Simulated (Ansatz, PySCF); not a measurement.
N2 (SMILES N#N) and H4OSi (SMILES O[SiH3]) are pulled apart as rigid monomers along the line of their centres of mass, from the B3LYP-D3(BJ)/def2-TZVP minimum. Starting geometry (charge 0, multiplicity 1):
```xyz
8

N      0.506     0.476    -1.193
N      0.493     0.563    -0.107
O      0.399     0.746     3.083
Si    -0.364    -0.545     3.771
H      0.476     0.770     2.125
H     -1.771    -0.662     3.310
H     -0.335    -0.311     5.228
H      0.323    -1.823     3.454
```

Interaction energies with rigid monomers; basis-set methods are counterpoise corrected unless marked otherwise.

Correlated levels freeze the cores. Rows in 6-311+G**, 6-31G* carry no dispersion term and start afresh at each structure (6-31G* with six Cartesian d functions).

Codes used: Ansatz (an electronic-structure program); PySCF for 6-311+G** rows, 6-31G* rows, the dispersion terms. 

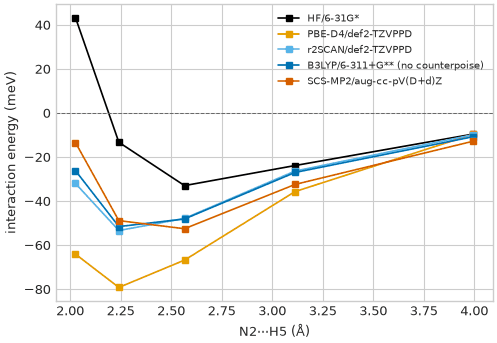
Interaction energy against separation

Q: Which level binds most strongly at N2···H5 = 2.24, and by how much?

A: PBE-D4/def2-TZVPPD, -79 meV.
